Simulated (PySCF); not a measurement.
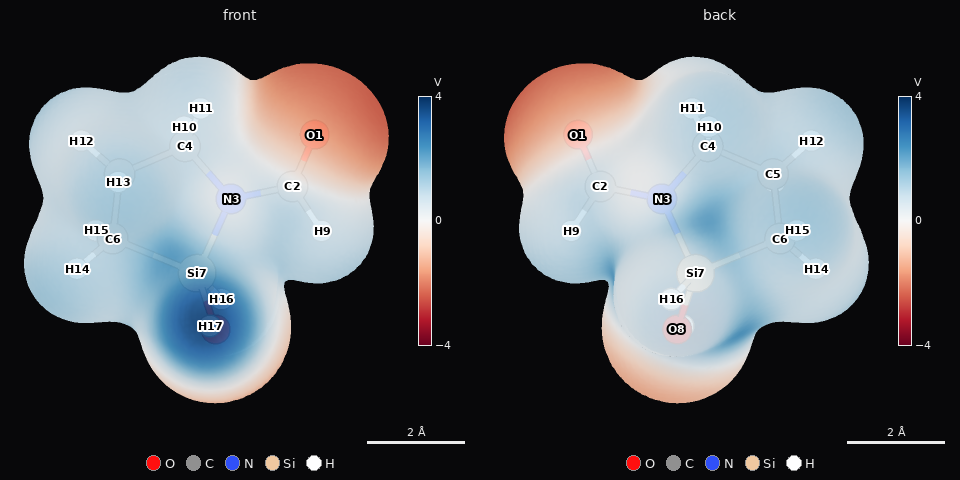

The picture shows: C4H9NO2Si. The electrostatic potential painted on the density surface at 0.004 e/bohr³, seen from the front and from behind; red is negative and blue positive.

Geometry: GFN2-xTB.

All numbers below come from PySCF, PBE0/pcSseg-1, SCF density, gas phase, non-relativistic.

```xyz
17

O     2.5353   -1.6895   -0.8045
C     2.1546   -0.6541   -0.3160
N     0.8869   -0.3500    0.0138
C    -0.1615   -1.3363   -0.1976
C    -1.4494   -0.5661   -0.4699
C    -1.5124    0.5968    0.5284
Si    0.3006    1.1300    0.7470
O     0.8334    2.4582   -0.0106
H     2.8368    0.1878   -0.0950
H    -0.2650   -1.9498    0.7034
H     0.1239   -1.9878   -1.0259
H    -2.3147   -1.2240   -0.3887
H    -1.4172   -0.1717   -1.4876
H    -2.1770    1.3823    0.1738
H    -1.9226    0.2450    1.4742
H     0.7935    1.3399    2.0964
H     0.7478    2.6014   -0.9510
```

**Describe the electrostatic potential map.**

The most negative region (about −2.3 V) lies over O1, the most positive (about +3.5 V) over H17. O1 is the likeliest acceptor of a hydrogen bond.

**How polar is the molecule by this calculation?**

Its dipole moment is 3.95 D.
